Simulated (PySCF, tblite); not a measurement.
**C₅H₁₃B: geometry, infrared bands and NMR shifts**

Aim: predict the infrared bands and NMR shifts of C₅H₁₃B (`BCCCCC`).

Computed with tblite 0.8.0 and PySCF 2.14.0, with density-fitted response routines of our own, on a single molecule in the gas phase. Atoms are numbered from 0 throughout.

**1. Starting geometry**

19 atoms, charge 0, multiplicity 1; geometry from: force field or distance geometry start.

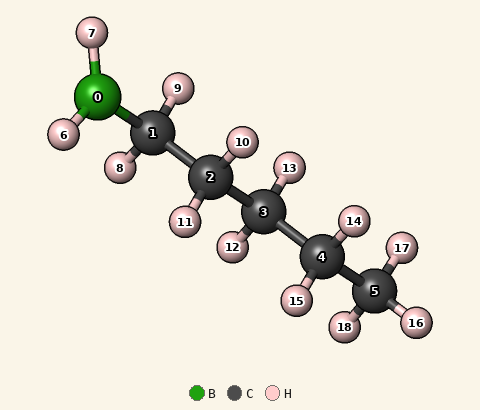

As it starts; boron green, carbon dark grey, hydrogen pink, atoms numbered; sticks join atoms by distance.

**2. Relaxing the molecule with GFN2-xTB**

The job: settings as JSON, then the geometry in Å.

```
{"job": {"kind": "relax", "xc": "GFN2-xTB", "basis": "xTB"}, "charge": 0, "multiplicity": 1}
B      3.328200    -0.654100    -0.361900
C      1.929700    -0.638400     0.415700
C      0.828000    -0.040400    -0.428200
C     -0.513400    -0.021500     0.320400
C     -1.632600     0.575000    -0.518800
C     -2.963100     0.585500     0.225100
H      3.423500    -1.248400    -1.377200
H      4.256000    -0.058700     0.073300
H      1.684000    -1.692600     0.698200
H      2.055700    -0.052200     1.361800
H      1.085300     1.005600    -0.709200
H      0.698700    -0.635000    -1.363500
H     -0.789700    -1.070300     0.615500
H     -0.395700     0.565500     1.259400
H     -1.371500     1.629500    -0.801500
H     -1.755500    -0.014400    -1.447200
H     -3.746600     1.032600    -0.411700
H     -2.872700     1.188200     1.153700
H     -3.258100    -0.446600     0.500800
```

Started as:

```
$ OMP_NUM_THREADS=1 python probes_run.py task.json out
```

One launch serves the whole session: the jobs run in the order shown.

The program printed:

```text
step      E/eV     max force
  0    -504.77769    1.552
  1    -504.87248    0.470
  2    -504.90196    0.359
  3    -504.91058    0.216
  4    -504.91263    0.108
  5    -504.91363    0.088
  6    -504.91465    0.100
  7    -504.91562    0.098
  8    -504.91637    0.053
  9    -504.91685    0.057
 10    -504.91717    0.050
 11    -504.91746    0.047
 12    -504.91773    0.037
 13    -504.91798    0.034
 14    -504.91819    0.038
 15    -504.91840    0.041
 16    -504.91866    0.041
 17    -504.91892    0.038
 18    -504.91915    0.035
 19    -504.91938    0.041
 20    -504.91969    0.047
 21    -504.92015    0.056
 22    -504.92080    0.071
 23    -504.92166    0.095
 24    -504.92290    0.117
 25    -504.92480    0.131
 26    -504.92764    0.143
 27    -504.93148    0.167
 28    -504.93532    0.143
 29    -504.93706    0.174
 30    -504.92601    0.566
 31    -504.94037    0.101
 32    -504.94190    0.096
 33    -504.94155    0.429
 34    -504.94715    0.070
 35    -504.94840    0.066
 36    -504.94994    0.150
 37    -504.95076    0.096
 38    -504.95250    0.063
 39    -504.95361    0.062
 40    -504.95455    0.069
 41    -504.95520    0.069
 42    -504.95607    0.062
 43    -504.95669    0.053
 44    -504.95713    0.050
 45    -504.95758    0.041
 46    -504.95800    0.051
 47    -504.95833    0.042
 48    -504.95856    0.031
 49    -504.95877    0.035
 50    -504.95897    0.035
 51    -504.95919    0.048
 52    -504.95940    0.031
 53    -504.95958    0.025
 54    -504.95976    0.029
 55    -504.95998    0.042
 56    -504.96017    0.040
 57    -504.96032    0.035
 58    -504.96044    0.034
 59    -504.96059    0.033
 60    -504.96080    0.043
 61    -504.96107    0.047
 62    -504.96136    0.036
 63    -504.96166    0.044
 64    -504.96201    0.050
 65    -504.96243    0.047
 66    -504.96284    0.036
 67    -504.96314    0.036
 68    -504.96335    0.029
 69    -504.96351    0.030
 70    -504.96365    0.022
 71    -504.96372    0.013
 72    -504.96376    0.026
 73    -504.96379    0.016
 74    -504.96383    0.012
 75    -504.96387    0.012
 76    -504.96389    0.014
 77    -504.96393    0.014
 78    -504.96397    0.014
 79    -504.96403    0.016
 80    -504.96409    0.020
 81    -504.96416    0.023
 82    -504.96423    0.023
 83    -504.96431    0.021
 84    -504.96439    0.019
 85    -504.96444    0.022
 86    -504.96451    0.024
 87    -504.96460    0.022
 88    -504.96469    0.017
 89    -504.96475    0.017
 90    -504.96475    0.029
 91    -504.96480    0.012
 92    -504.96481    0.011
 93    -504.96485    0.009
```

Wall time 0.39 s (1 thread of Arm Neoverse V2, shared host).

Step by step: (not every step is listed)

```tsv
step	energy from step 0 (eV)	largest force (eV/Å)
0	0.0000	1.5518
1	-0.0948	0.4696
2	-0.1243	0.3587
3	-0.1329	0.2158
4	-0.1349	0.1076
5	-0.1359	0.0879
6	-0.1370	0.1002
7	-0.1379	0.0975
8	-0.1387	0.0532
16	-0.1410	0.0414
24	-0.1452	0.1171
32	-0.1642	0.0957
40	-0.1769	0.0690
48	-0.1809	0.0314
56	-0.1825	0.0397
64	-0.1843	0.0504
72	-0.1861	0.0262
80	-0.1864	0.0204
88	-0.1870	0.0171
89	-0.1871	0.0175
90	-0.1871	0.0286
91	-0.1871	0.0115
92	-0.1871	0.0110
93	-0.1872	0.0092
```

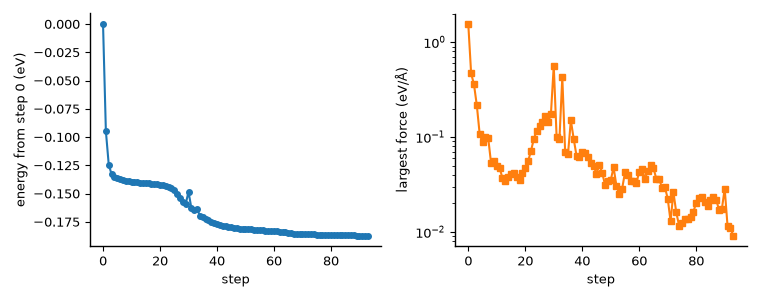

Energy and largest force along the relaxation.

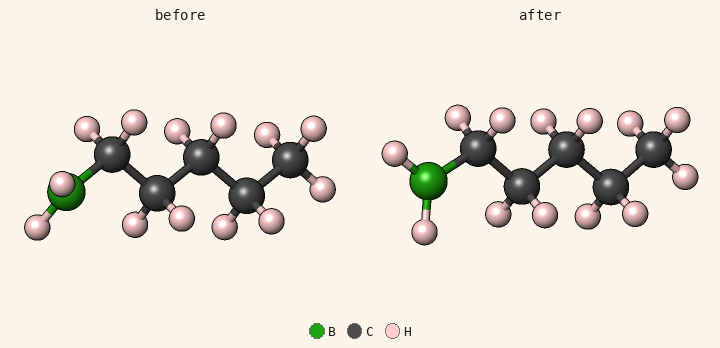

The geometry before (left) and after (right).

Distances of close pairs at the start and the end, largest changes first:

```tsv
bond	before (Å)	after (Å)	change (Å)
B0–C1	1.600	1.567	-0.033
C3–H12	1.124	1.093	-0.031
C4–H14	1.123	1.093	-0.030
C1–H9	1.120	1.096	-0.024
C2–H11	1.116	1.092	-0.024
C5–H17	1.111	1.088	-0.023
C1–H8	1.119	1.096	-0.022
C2–H10	1.113	1.092	-0.021
```

The final coordinates are the input of the step that follows.

**3. Vibrational analysis with GFN2-xTB**

The job: settings as JSON, then the geometry in Å.

```
{"job": {"kind": "ir", "xc": "GFN2-xTB", "basis": "xTB"}, "charge": 0, "multiplicity": 1}
B      3.358185    -0.696658    -0.328201
C      1.967863    -0.540892     0.377777
C      0.804686    -0.032132    -0.477292
C     -0.504465     0.020700     0.307651
C     -1.665912     0.548650    -0.530804
C     -2.974540     0.544270     0.250005
H      3.495836    -0.454737    -1.463443
H      4.273245    -1.067879     0.298619
H      1.686693    -1.508880     0.809275
H      2.079017     0.115884     1.248136
H      1.040504     0.965776    -0.853517
H      0.678299    -0.686883    -1.342236
H     -0.749527    -0.982718     0.666467
H     -0.375833     0.661530     1.184132
H     -1.440708     1.566042    -0.859368
H     -1.776447    -0.069582    -1.424663
H     -3.787443     0.935319    -0.357570
H     -2.887968     1.159167     1.143310
H     -3.231289    -0.467728     0.556555
```

The program printed:

```text
mode    cm-1     km/mol
  1      57.1      0.09
  2      88.1      0.47
  3     111.2      1.35
  4     132.7      0.25
  5     150.3      2.64
  6     233.3      0.01
  7     287.5      0.22
  8     371.8      0.35
  9     446.9      0.14
 10     567.5      1.19
 11     771.6     21.38
 12     794.2      5.16
 13     810.0     32.66
 14     860.0    134.49
 15     935.2      9.22
 16     942.5     26.74
 17     970.8     14.90
 18    1023.7     21.35
 19    1066.1      0.14
 20    1096.9      1.73
 21    1110.1      0.02
 22    1132.0      5.09
 23    1196.3     62.57
 24    1207.2      0.17
 25    1240.8     16.96
 26    1247.3      2.14
 27    1285.4      0.11
 28    1287.3      0.23
 29    1302.5     16.75
 30    1352.4      6.58
 31    1377.2      2.84
 32    1416.5      0.60
 33    1449.8     17.18
 34    1497.3      0.30
 35    1499.2      0.03
 36    1502.7      0.05
 37    1505.6      2.46
 38    1508.4      1.20
 39    2640.9    109.43
 40    2673.4    141.27
 41    2913.6     25.87
 42    2943.7     26.18
 43    2949.9      5.47
 44    2965.4      6.04
 45    2968.3     18.01
 46    2974.7    152.73
 47    2978.6      4.95
 48    2987.3    110.28
 49    3028.2     63.49
 50    3031.3     62.19
 51    3036.9     33.92
```

Run time: 0.39 s. Hardware: 1 thread of Arm Neoverse V2, shared host.

The strongest bands and the atoms that carry them (share of the mass-weighted mode):

```tsv
cm⁻¹	km/mol	atoms
860	134.5	H6 17 %, B0 15 %, H7 14 %
1196	62.6	H7 40 %, H6 32 %, B0 18 %
2641	109.4	H7 58 %, H6 38 %
2673	141.3	H6 54 %, H7 35 %, B0 11 %
2975	152.7	H10 31 %, H11 26 %
2987	110.3	H11 35 %, H10 32 %, H15 12 %
3028	63.5	H18 66 %, H17 23 %
3031	62.2	H17 42 %, H16 38 %, H18 10 %
```

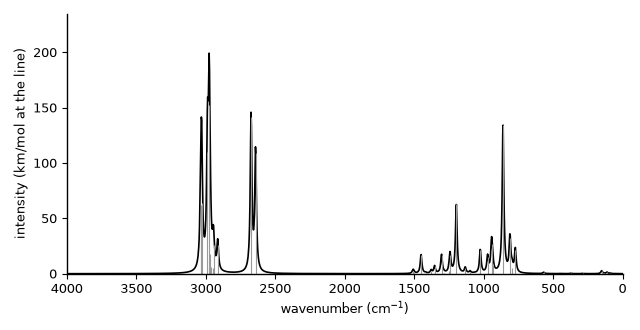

The infrared spectrum from these modes, unscaled. Lines are broadened to a width of 14 cm⁻¹ (Lorentzian).

**4. Nuclear shieldings: PBE0/pcSseg-1**

Settings changed since step 3:

```diff
@@ -1,2 +1,2 @@
-{"job": {"kind": "ir", "xc": "GFN2-xTB", "basis": "xTB"}, "charge": 0, "multiplicity": 1}
+{"job": {"kind": "nmr", "xc": "PBE0", "basis": "pcSseg-1"}, "charge": 0, "multiplicity": 1}
 B      3.358185    -0.696658    -0.328201
```

With the program's defaults for keys left out, this is: GIAO PBE0/pcSseg-1 NMR shielding, non-relativistic, gas phase.

The program printed:

```text
coarse grid: 14576 points
cycle   1  E = -222.7796392169  dE =  2.656e-01  |g| = 4.282e-01  |ddm| = 3.542e+00
cycle   2  E = -222.7738611986  dE =  5.778e-03  |g| = 4.671e-01  |ddm| = 8.130e-01
cycle   3  E = -222.8321226501  dE = -5.826e-02  |g| = 2.608e-02  |ddm| = 4.336e-01
cycle   4  E = -222.8322664555  dE = -1.438e-04  |g| = 1.281e-02  |ddm| = 4.093e-02
cycle   5  E = -222.8323096259  dE = -4.317e-05  |g| = 3.428e-03  |ddm| = 1.437e-02
cycle   6  E = -222.8323122955  dE = -2.670e-06  |g| = 8.007e-04  |ddm| = 2.969e-03
final grid: 137088 points
cycle   7  E = -222.8683692345  dE = -4.521e-05  |g| = 8.615e-03  |ddm| = 2.606e-02
cycle   8  E = -222.8683648463  dE =  4.388e-06  |g| = 9.618e-03  |ddm| = 1.578e-02
cycle   9  E = -222.8683891408  dE = -2.429e-05  |g| = 3.802e-04  |ddm| = 8.257e-03
cycle  10  E = -222.8683891798  dE = -3.904e-08  |g| = 1.194e-04  |ddm| = 5.139e-04
cycle  11  E = -222.8683891835  dE = -3.635e-09  |g| = 4.059e-05  |ddm| = 1.321e-04
cycle  12  E = -222.8683891838  dE = -3.897e-10  |g| = 7.300e-06  |ddm| = 3.544e-05
converged SCF energy = -222.8683891838

GIAO shielding tensors (ppm)
atom      isotropic    diamagn.    paramagn.     s11        s22        s33       span
  0 B        6.819     189.953    -183.134    -74.728    -31.015    126.200    200.928
  1 C      148.488     249.230    -100.742    114.972    164.800    165.691     50.719
  2 C      152.458     249.881     -97.422    130.112    152.981    174.282     44.170
  3 C      145.171     250.516    -105.344    122.053    141.712    171.749     49.696
  4 C      158.340     247.268     -88.928    146.346    156.762    171.914     25.568
  5 C      169.446     245.083     -75.636    157.822    163.011    187.506     29.685
  6 H       23.583      28.708      -5.125     14.477     27.641     28.630     14.154
  7 H       23.581      28.284      -4.703     15.798     27.165     27.781     11.983
  8 H       30.131      30.815      -0.684     25.389     29.676     35.328      9.939
  9 H       29.990      30.764      -0.775     25.284     29.446     35.238      9.954
 10 H       30.051      33.845      -3.793     25.906     29.750     34.498      8.592
 11 H       30.036      33.917      -3.882     25.841     29.592     34.673      8.832
 12 H       30.530      34.383      -3.853     26.458     31.367     33.764      7.305
 13 H       30.483      34.325      -3.843     26.380     31.257     33.811      7.431
 14 H       30.336      31.994      -1.658     25.616     30.234     35.157      9.542
 15 H       30.367      32.053      -1.687     25.542     30.431     35.128      9.586
 16 H       30.439      27.029       3.410     25.780     27.729     37.808     12.027
 17 H       30.755      29.122       1.633     26.705     29.016     36.543      9.839
 18 H       30.753      29.149       1.603     26.741     28.978     36.540      9.799
```

Run time: 25 s. Hardware: 1 thread of Arm Neoverse V2, shared host; peak memory 0.92 GiB.

The references, computed at this level on geometries of the same kind, shield at (ppm): 1H TMS 31.72, 13C TMS 186.9, 11B BF3·OEt2 100.1. Their shielding less the atom's gives the shift. The references are single molecules in the gas phase. Atoms listed in one row are averaged.

```tsv
atoms	environment	σ (ppm)	δ (ppm)	δ scaled to CDCl3
C3	sp3 CH2	145.2	41.8	38.8
C1	sp3 CH2 bonded to B	148.5	38.4	35.6
C2	sp3 CH2	152.5	34.5	31.7
C4	sp3 CH2	158.3	28.6	26.0
C5	methyl carbon	169.4	17.5	15.1
H6, H7	hydrogen on a boron bonded to C	23.58	8.14	–
H10, H11	hydrogen on an sp3 CH2	30.04	1.67	1.68
H8, H9	hydrogen on an sp3 CH2 bonded to B	30.06	1.66	1.67
H14, H15	hydrogen on an sp3 CH2	30.35	1.37	1.39
H12, H13	hydrogen on an sp3 CH2	30.51	1.21	1.25
H16, H17, H18	hydrogen on a methyl carbon	30.65	1.07	1.11
B0	boron bonded to C, 2 H	6.8	93.2	–
```

The scaled column applies a straight-line fit of computed shieldings to shifts measured in CDCl3 (root-mean-square error 0.16 ppm for H, 1.9 ppm for C).

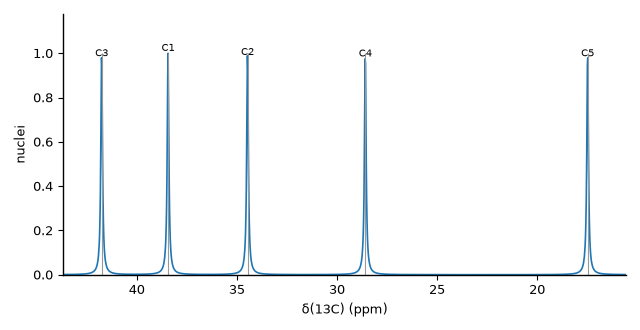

13C lines at the computed shifts, without couplings. Lines are broadened to a width of 0.10 ppm (Lorentzian).

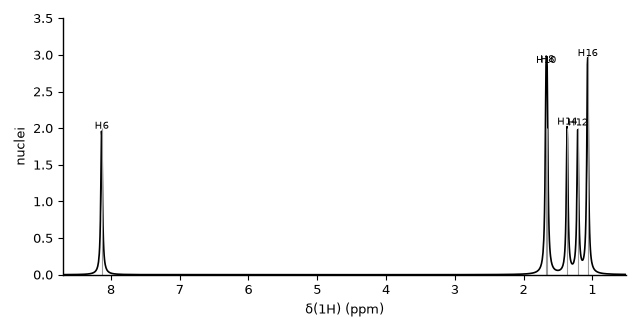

1H lines at the computed shifts, without couplings. Lines are broadened to a width of 0.03 ppm (Lorentzian).

Charges from the same density, by scheme (e):

```tsv
atoms	Mulliken	IAO	Hirshfeld	ESP fit
B0	0.21	0.08	0.17	0.47
C1	-0.45	-0.41	-0.14	-0.13
C2	-0.23	-0.24	-0.07	0.14
C3	-0.25	-0.25	-0.07	-0.05
C4	-0.27	-0.25	-0.07	0.22
C5	-0.26	-0.42	-0.12	-0.34
```

Mulliken charges:

B0 0.21; C1 -0.45; C2 -0.23; C3 -0.25; C4 -0.27; C5 -0.26; H6 -0.02; H7 -0.01; H8 0.13; H9 0.13; H10 0.12; H11 0.12; H12 0.11; H13 0.11; H14 0.11; H15 0.11; H16 0.11; H17 0.11; H18 0.11

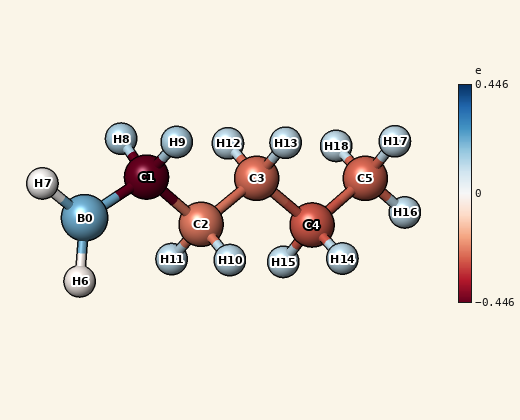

Mulliken charges, as colours on the atoms.

Mayer bond orders: B0–C1 1.01, C1–C2 1.04, C2–C3 1.04, C3–C4 1.04, C4–C5 1.06.

The fields below are evaluated on a grid from the run's orbitals.

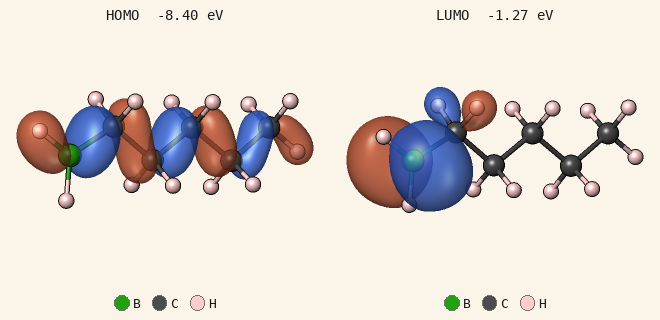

Frontier orbitals at PBE0/pcSseg-1; each surface holds 70 % of the orbital's density, blue and red mark the sign.

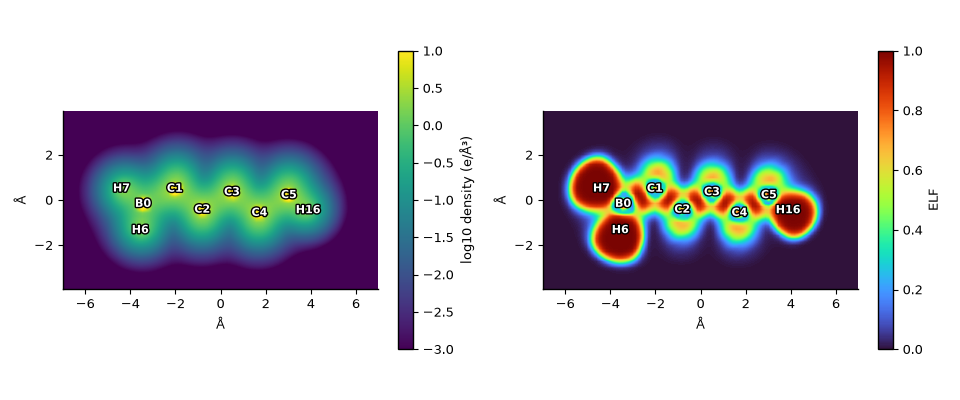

Density (left) and ELF (right) in a plane through or near 9 of the atoms.

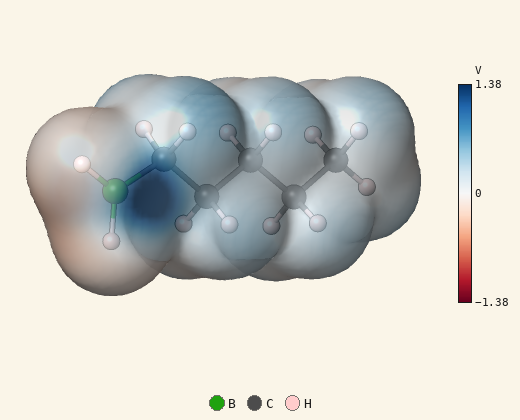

Electrostatic potential on the surface of density 0.002 e/bohr³; red is low, blue high. It runs from -0.32 to 1.38 V.

**5. Summary of results**

| quantity | value |
| --- | --- |
| strongest single infrared mode (GFN2-xTB) | 2975 cm⁻¹, 153 km/mol |
| zero-point energy (GFN2-xTB) | 105.7 kcal/mol |
| 13C shifts against TMS (PBE0/pcSseg-1) | 41.8, 38.4, 34.5, 28.6, 17.5 ppm |
| 1H shifts against TMS (PBE0/pcSseg-1, means over atoms taken as alike) | 8.14, 1.67, 1.66, 1.37, 1.21, 1.07 ppm |
| 11B shifts against BF3·OEt2 (PBE0/pcSseg-1) | 93.2 ppm |
| surface potential, least and greatest | -0.32 V and 1.38 V |

**Reading.** Relaxing lowered the energy by 0.187 eV in 93 steps; the close pair that moved most is B0–C1, from 1.600 to 1.567 Å. All 51 modes are real, so the xTB geometry is a minimum. GFN2-xTB is a fitted tight-binding method: band positions and strengths are rough. Its intensities can rank the bands wrongly. At PBE0/pcSseg-1: Shielding is most anisotropic at B0 (span 201 ppm, paramagnetic term -183 ppm). At PBE0/pcSseg-1, counted by nearest atom on the grid, the HOMO lies on C1, C3 about 16 % each; C2 13 %, the LUMO on B0 53 %; H6, H7 about 16 % each.
